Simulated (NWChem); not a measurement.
**One shape, several levels: triplet C3H2O**

We compute a comparison of 6 runs (UHF/STO-3G, UHF/3-21G, UB3LYP/6-31G*, UM06-2X/def2-SVPD, UPBE0/def2-SVPD) of triplet C3H2O. 

The results are computed with NWChem 7.3.0.

5 further runs of the same task are left out: 5 set aside as unsound or not needed. Runs told in other sessions of the task aren't counted.

### 1 The structure to begin with

C3H2O has 6 atoms, charge 0, and is taken as a triplet. SMILES of the parent species: `O=c1cc1`. The shape is that of a PBE0-D4/def2-TZVP optimisation. That shape belongs to the parent species and isn't relaxed for this state.

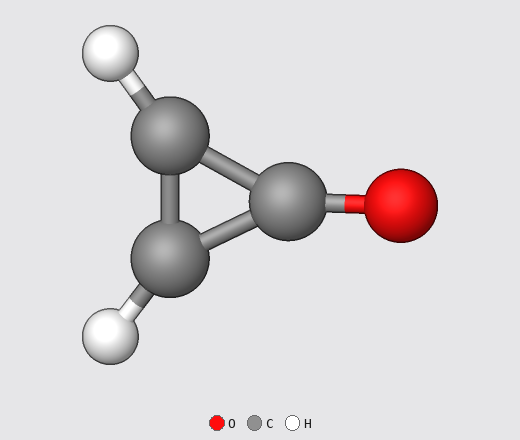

The structure, seen from a chosen angle (oxygen red, carbon grey, hydrogen white).

### 2 The energy at UHF/STO-3G (run 1)

Contents of input.nw:

```
start input
title "2-cyclopropen-1-one"
memory stack 880 mb heap 220 mb global 1100 mb

geometry units angstrom noautosym nocenter noautoz
O    -0.019410   -1.860760    0.851810
C    -0.008060   -0.772930    0.353820
C     0.589100    0.229390   -0.462270
C    -0.581400    0.509900    0.123850
H     1.361720    0.623210   -1.110520
H    -1.341940    1.271190    0.243330
end

basis spherical bse
* library STO-3G
end

scf
triplet
uhf
thresh 1e-08
maxiter 80
end

task scf energy
```

Command:

```bash
$ nwchem input.nw > input.out
```

Standard output:

```text
[...]
  functions       =    22
[...]
  wavefunction    = UHF
[...]
         Total SCF energy =   -186.949335685082
      One electron energy =   -445.121125241754
      Two electron energy =    162.132319648259
 Nuclear repulsion energy =     96.039469908414
                       Sz =      1.0000
                 Sz(Sz+1) =      2.0000
                      S^2 =      2.2049
[...]
```

It took 2.4 s on 1 thread of Intel Xeon 6975P-C (Granite Rapids), shared host; peak memory 0.1 GiB.

### 3 A single-point energy at UHF/3-21G (run 2)

Contents of mymol.nw:

```
start mymol
memory 2200 mb
charge 0

geometry noautosym nocenter noautoz
 O     -0.019410    -1.860760     0.851810
 C     -0.008060    -0.772930     0.353820
 C      0.589100     0.229390    -0.462270
 C     -0.581400     0.509900     0.123850
 H      1.361720     0.623210    -1.110520
 H     -1.341940     1.271190     0.243330
end

basis spherical bse
 * library 3-21G
end

scf
 nopen 2
 uhf
 thresh 1e-08
 maxiter 80
 print low
end

task scf energy
```

Command:

```bash
$ nwchem mymol.nw > mymol.out
```

Standard output:

```text
[...]
  functions       =    40
[...]
  wavefunction    = UHF
[...]
         Total SCF energy =   -188.326454854059
      One electron energy =   -444.857127555508
      Two electron energy =    160.491202793035
 Nuclear repulsion energy =     96.039469908414
                       Sz =      1.0000
                 Sz(Sz+1) =      2.0000
                      S^2 =      2.1269
[...]
```

Wall time 2.3 s (1 thread of Intel Xeon 6975P-C (Granite Rapids), shared host); peak memory 0.1 GiB.

Runs 3 to 5 aren't shown in full; the table further down has their settings and results.

### 4 The energy at UPBE0/def2-SVPD (run 6)

Contents of struct.nw:

```
start struct
title "C3H2O"
memory 2200 mb

geometry units angstroms noautosym nocenter noautoz
  O     -0.019410    -1.860760     0.851810
  C     -0.008060    -0.772930     0.353820
  C      0.589100     0.229390    -0.462270
  C     -0.581400     0.509900     0.123850
  H      1.361720     0.623210    -1.110520
  H     -1.341940     1.271190     0.243330
end

basis spherical bse
  * library def2-SVPD
end

dft
  xc pbe0
  mult 3
  grid fine
  convergence energy 1e-08
  iterations 100
  mulliken
  noprint "final vectors analysis"
end

task dft energy
```

Command:

```bash
$ nwchem struct.nw > struct.out
```

Standard output:

```text
[...]
          Wavefunction type:  spin polarized.
          No. of atoms     :     6
          No. of electrons :    28
[...]
          Charge           :     0
          Spin multiplicity:     3
[...]
          AO basis - number of functions:    99
[...]
              XC Information
              --------------
                         PBE0 Method XC Functional
                     Hartree-Fock (Exact) Exchange  0.250
          PerdewBurkeErnzerhof Exchange Functional  0.750
            Perdew 1991 LDA Correlation Functional  1.000 local
           PerdewBurkeErnz. Correlation Functional  1.000 non-local
[...]
 d= 0,ls=0.0,diis     1   -190.0628849322 -2.86D+02  9.43D-03  1.70D-01     1.7
[...]
 d= 0,ls=0.0,diis    12   -190.1605940689 -9.21D-09  3.77D-07  1.31D-09    17.4
[...]
         Total DFT energy =     -190.160594068948
      One electron energy =     -446.599526434304
           Coulomb energy =      185.654644575879
    Exchange-Corr. energy =      -25.255182118938
 Nuclear repulsion energy =       96.039469908414
[...]
      Total Density - Mulliken Population Analysis
     ---------------------------------------------
    Atom       Charge   Shell Charges
 -----------   ------   -------------------------------------------------------
    1 O    8     8.29   1.99  1.13  0.71  0.08  2.77  1.47  0.10  0.02  0.02
    2 C    6     5.50   1.98  0.97  0.02 -0.05  2.04  0.45  0.11 -0.01
    3 C    6     5.92   1.98  0.90  0.55 -0.03  2.11  0.38  0.04 -0.03
    4 C    6     5.92   1.98  0.90  0.55 -0.03  2.11  0.38  0.04 -0.03
    5 H    1     1.19   0.72  0.36  0.03  0.08
    6 H    1     1.19   0.72  0.36  0.03  0.08
[...]
      <S2> =      2.0207 (Exact =     2.0000)
[...]
```

Wall time 18 s (1 thread of Intel Xeon 6975P-C (Granite Rapids), shared host); peak memory 0.12 GiB.

### 5 The series

```csv
run,level,iteration cap,module,energy (Eh),dipole moment (D),HOMO energy (eV),⟨S²⟩,wall time
1,UHF/STO-3G,80,scf,-186.949336,0.02,-4.48,2.205,2.4 s
2,UHF/3-21G,80,scf,-188.326455,–,–,2.127,2.3 s
3,UB3LYP/6-31G* (spherical functions),100,dft,-190.494434,1.15,-2.72,2.018,22 s
4,UB3LYP/6-31G* (Cartesian functions),100,dft,-190.497898,1.17,-2.73,2.018,24 s
5,UM06-2X/def2-SVPD,100,dft,-190.287866,1.34,-4.42,2.015,24 s
6,UPBE0/def2-SVPD,100,dft,-190.160594,1.25,–,2.021,18 s
```

### 6 Outcome

| quantity | value |
| --- | --- |
| run 6: total energy | -190.16059 Eh |
| run 6: dipole moment | 1.25 D |
| run 6: ⟨S²⟩ | 2.021 |

Over runs 1, 3, 4, 5, 6 the dipole moment (its size) runs from 0.02 D (UHF/STO-3G) to 1.34 D (UM06-2X/def2-SVPD). The two ends differ in method and basis. The two dipoles point in opposite directions. Totals of different functionals can't be ranked against each other. In run 1 the basis is minimal, so the values are rough. Spin contamination of the reference: run 1 ⟨S²⟩ = 2.20, run 2 ⟨S²⟩ = 2.13. All runs together took 92 s, the longest 24 s.
